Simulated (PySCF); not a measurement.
# BPH3Br (SMILES PBBr): BP86/6-31G(d) (spherical functions)

Aim: the vertical singlet–triplet gap of BPH3Br at BP86/6-31G* (spherical functions), from 2 runs. The job is set up through a Python script.

The results are computed with PySCF 2.14.0.

## (1) The structure to begin with

The species is BPH3Br (6 atoms), meant as a singlet with charge 0. As SMILES, `PBBr`. The coordinates come from a GFN2-xTB relaxation. This is one conformer, not always the lowest.

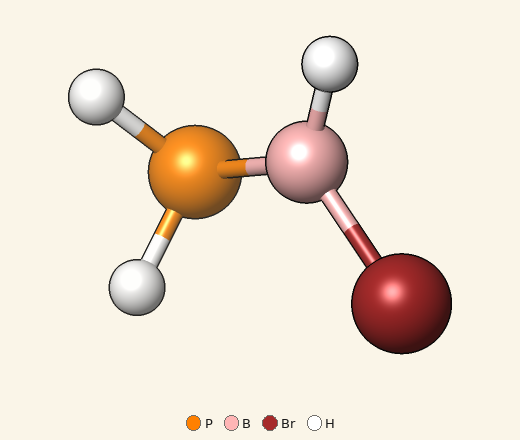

The structure, seen from a chosen angle (phosphorus orange, boron pink, bromine red, hydrogen white).

## (2) The energy at BP86/6-31G(d) (spherical functions)

run.py reads:

```python
from pyscf import gto, dft

molecule = gto.M(
    atom='''
P     -1.048140     0.256160    -0.357290
B      0.444350    -0.389840     0.561360
Br     1.506080     0.771510     1.562750
H     -1.001700    -0.508820    -1.503720
H     -0.543730     1.412840    -0.914950
H      0.643140    -1.541840     0.651840
''',
    max_memory=1860,
    verbose=3,
    basis='6-31g*',
)

calc0 = dft.RKS(molecule)
calc0.xc = 'bp86'
calc0.conv_tol = 1e-10
calc0.grids.level = 5
calc0.kernel()
if not calc0.converged:
    calc0 = calc0.newton().run(calc0.mo_coeff, calc0.mo_occ)

e_final = calc0.e_tot
print(f'total energy: {e_final:.8f} hartree')
```

Started as:

```sh
OMP_NUM_THREADS=1 python run.py
```

Output:

```text
converged SCF energy = -2942.15316531327
total energy: -2942.15316531 hartree
```

Run time: 8.7 s. Hardware: 1 thread of Intel Xeon Platinum 8488C (Sapphire Rapids), shared host; peak memory 0.37 GiB.

## (3) The triplet

calc.py reads:

```python
from pyscf import gto, dft

mol = gto.M(
    atom='''
P   -1.048140   0.256160  -0.357290
B    0.444350  -0.389840   0.561360
Br   1.506080   0.771510   1.562750
H   -1.001700  -0.508820  -1.503720
H   -0.543730   1.412840  -0.914950
H    0.643140  -1.541840   0.651840
''',
    basis='6-31g*',
    verbose=3,
    max_memory=1860,
    spin=2,
)

mf = dft.UKS(mol)
mf.xc = 'bp86'
mf.grids.level = 5
mf.conv_tol = 1e-10
mf.kernel()
if not mf.converged:
    mf = mf.newton().run(mf.mo_coeff, mf.mo_occ)

energy = mf.e_tot
print('Final energy', energy)
```

Started as:

```sh
OMP_NUM_THREADS=1 python calc.py
```

Output:

```text
WARN: HOMO -0.137109004909486 >= LUMO -0.280603789323409

WARN: HOMO -0.0341972540845719 >= LUMO -0.182994718734241

WARN: HOMO -0.0939074240513351 >= LUMO -0.213530822340889

WARN: HOMO -0.103360775337288 >= LUMO -0.227783671984332

WARN: HOMO -0.102140690475299 >= LUMO -0.231018015951159

WARN: HOMO -0.100299810126057 >= LUMO -0.228628356792808

WARN: HOMO -0.102152903979057 >= LUMO -0.230251191780336

WARN: HOMO -0.102131734062287 >= LUMO -0.230159037593119

WARN: HOMO -0.102233057517059 >= LUMO -0.230147112991725

WARN: HOMO -0.10227196410441 >= LUMO -0.230155308259834

WARN: HOMO -0.102263397328331 >= LUMO -0.230149143998471

WARN: HOMO -0.102263640918132 >= LUMO -0.230149543518351

WARN: HOMO -0.102264863714371 >= LUMO -0.23014987091915

WARN: HOMO -0.102263895069417 >= LUMO -0.230149556987412

converged SCF energy = -2942.02225826278  <S^2> = 2.0035522  2S+1 = 3.0023672
Final energy -2942.0222582627807
```

Wall time 16 s (1 thread of Intel Xeon Platinum 8488C (Sapphire Rapids), shared host); peak memory 0.39 GiB.

## (4) Outcome

Level: BP86/6-31G* (spherical functions).

```
                                        quantity           value
                           singlet: total energy  -2942.15317 Eh
                          singlet: dipole moment          1.12 D
                            singlet: HOMO energy        -6.39 eV
                            singlet: LUMO energy        -2.62 eV
                          singlet: HOMO–LUMO gap         3.77 eV
                           triplet: total energy  -2942.02226 Eh
                          triplet: dipole moment          2.08 D
     triplet: HOMO energy (highest over α and β)        -2.78 eV
                                   triplet: ⟨S²⟩           2.004
vertical energy of the triplet above the singlet        3.562 eV
```

At this shape the triplet lies 3.56 eV (344 kJ/mol) above the singlet. Mulliken charges (triplet) run from -0.29 on B2 to +0.10 on P1.
